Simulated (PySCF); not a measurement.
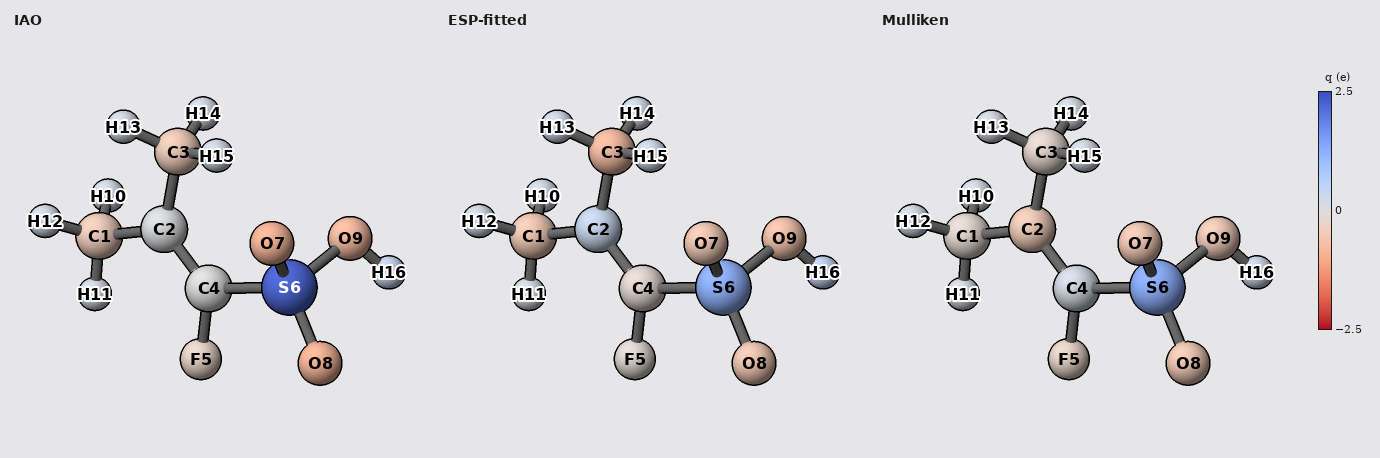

Atomic charges of one calculation by 3 schemes, on one colour scale. The geometry was computed by an optimisation with GFN2-xTB. No frequency run is at hand to confirm it as a minimum. Method: PBE0/pcSseg-1 (PySCF 2.14.0).

On which atom do the schemes disagree most?

Answer. On S6 (from 1.15 to 2.16 e).

List the charges (e), one line for each set of equivalent atoms.

```
atom    IAO  ESP-fitted  Mulliken
  C1  −0.43       −0.49     −0.14
  C2   0.03        0.35     −0.46
  C3  −0.43       −0.73     −0.16
  C4   0.00       −0.15      0.14
  F5  −0.25       −0.11     −0.26
  S6   2.16        1.15      1.23
  O7  −0.84       −0.49     −0.49
  O8  −0.85       −0.51     −0.50
  O9  −0.73       −0.61     −0.46
 H10   0.16        0.16      0.14
 H11   0.16        0.15      0.13
 H12   0.16        0.16      0.14
 H13   0.16        0.21      0.13
 H14   0.16        0.21      0.14
 H15   0.17        0.24      0.17
 H16   0.39        0.46      0.27
```
